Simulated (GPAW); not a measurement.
AgO (I4_1/a), O K edge of atom 9, with 2 Ag at 2.02 Å and 1 Ag at 2.17 Å (distorted pyramidal, site symmetry 1). Method: GPAW, LDA, excited-electron core hole (neutral cell), 16-atom cell with 6.6 Å between holes, 4×4×4 k points, dipole transitions, Gaussian full width 0.9 eV up to 4 eV, rising linearly to 3.5 eV at 25 eV.

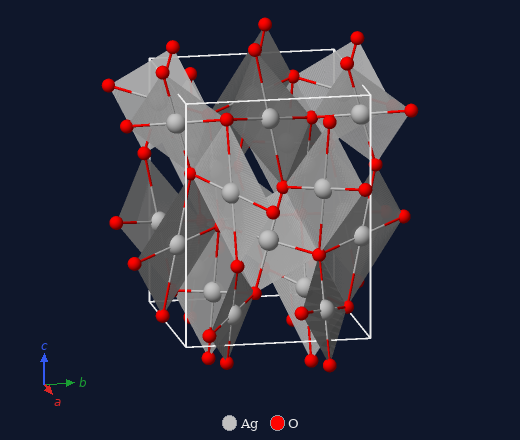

The structure (silver light grey, oxygen red). Some periodic images of atoms are drawn too.

```xyz
16
Lattice="-3.4165 3.4165 4.5610 3.4165 -3.4165 4.5610 3.4165 3.4165 -4.5610" Properties=species:S:1:pos:R:3 pbc="T T T"
Ag    1.7083    3.4165   -1.1402
Ag    3.4165    1.7083    1.1402
Ag    1.7083    0.0000    3.4207
Ag    0.0000    1.7083    5.7012
Ag    1.7083    3.4165    3.4207
Ag    0.0000    5.1248    1.1402
Ag   -1.7083    3.4165    3.4207
Ag    0.0000    1.7083    1.1402
O     1.6194    3.9618    1.4796
O     3.9618    1.7971    3.7601
O     1.7971   -0.5453    6.0406
O     2.8712   -1.7971    3.7601
O     5.2136   -0.5453    0.8009
O     2.8712    1.6194   -1.4796
O     1.6194    0.5453    0.8009
O     0.5453    1.7971    3.0814
```

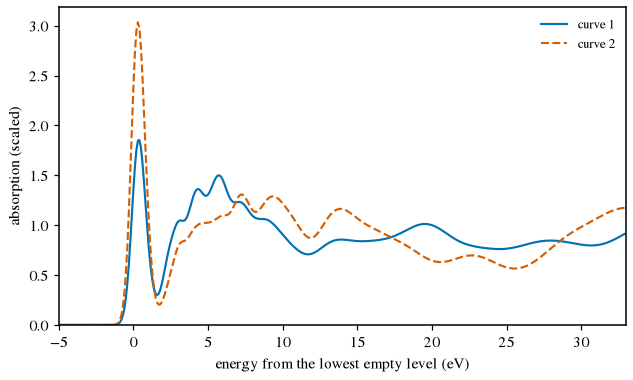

Energy from the lowest empty level; a common scale on which the isotropic spectrum has a mean of 1 over the first 20 eV.

**Question.** The curves are for the electric vector along different Cartesian axes of the cell as given, averaged over the symmetry-equivalent atoms. Which is which?

Curve 1: along x (⊥ c) (the other in-plane axis gives the same curve within 3 %), main maxima 0.4 eV (1.85), 4.3 eV (1.36) and 5.7 eV (1.50). Curve 2: along z (c), main maxima 0.3 eV (3.04), 7.3 eV (1.31) and 9.3 eV (1.29). A K edge sees empty p states on the absorber. Each direction probes the empty orbitals that point along it. The unit cell's mesh shows no gap over 0.35 eV. That is right for a metallic compound; for a small-gap or correlated insulator it would be the fault of the functional or of the assumed magnetic order, and the hole would be screened too well. The mesh is coarse (0.33 Å⁻¹ between points), so small maxima may be mesh ripples.

[Banner, clock and machine lines of the logs are left out without a mark of their own.]

[Logs are printed without paths, hosts, clocks, repeated set-up lines and the standing remarks that a program may print on its own settings, such as how far it seeks lower states.]

[Hosts, paths, dates, database ids (printed as entryN), source tags and the programs' standing remarks are cut or masked in the printed files.]

[Lists of maxima count a maximum above −3 eV only where it reaches 4 % of the highest in the window and stands out from its surroundings by 2 % of it (1.5 % where it reaches 55 %); shoulders and weaker maxima are passed over, and of the rest the first, up to two pre-edge ones and the few strongest are named.]
